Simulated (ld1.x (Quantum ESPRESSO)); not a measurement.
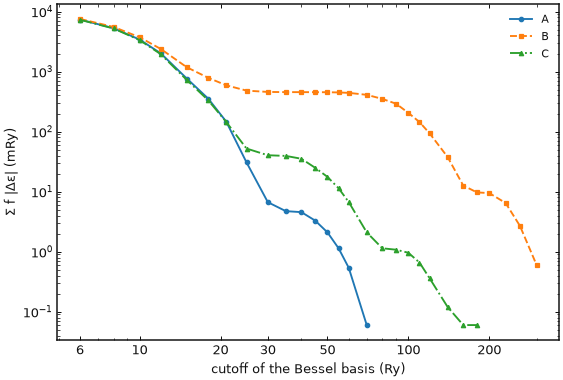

The occupation-weighted error of the valence levels in a spherical-Bessel basis for 3 variants of one potential.

Base settings:

Input of ld1.x (Quantum ESPRESSO) 7.5:

```
 &input
   title='Ca', zed=20., rel=1, dft='PZ', iswitch=3,
   config='[Ar] 3d0 4s2 4p0',
   nld=3, rlderiv=3.60, eminld=-4.0, emaxld=5.0, deld=0.02
 /
 &inputp
   pseudotype=2, tm=.true., lloc=0,
   nlcc=.false.,
   file_pseudopw='Ca.UPF', file_wfcaegen='ae.wfc', file_wfcncgen='nc.wfc', file_beta='beta', file_chi='chi'
 /
3
3P  2  1   6.00   0.00  1.05  1.05  0.0
3D  3  2   0.00   0.00  3.30  3.30  0.0
4S  1  0   2.00   0.00  2.90  2.90  0.0
 &test
   configts(1)='3p6 3d0 4s2 4p0'
 /
```

Launched with:
```bash
ld1.x < Ca.in > Ca.out
```

Functional and relativity: LDA (PZ), scalar-relativistic.

Question: The variants differ in the radius of the p channel: 0.84 bohr, 1.05 bohr, 1.48 bohr. Which curve belongs to which value?

Answer: A: 1.48 bohr; B: 0.84 bohr; C: 1.05 bohr.

Question: What did the other tests of these runs give?

Answer: A: loose cutoff 30 Ry; bound ghosts none; largest test error -748 meV. B: loose cutoff 180 Ry; bound ghosts none; largest test error -749 meV. C: loose cutoff 60 Ry; bound ghosts none; largest test error -748 meV. The loose cutoff is the first of the cutoffs, on a coarse ladder, from which the occupation-weighted sum of valence levels, in a spherical-Bessel basis at the reference potential, stays within 10 and 1 mRy of its value at 400 Ry.
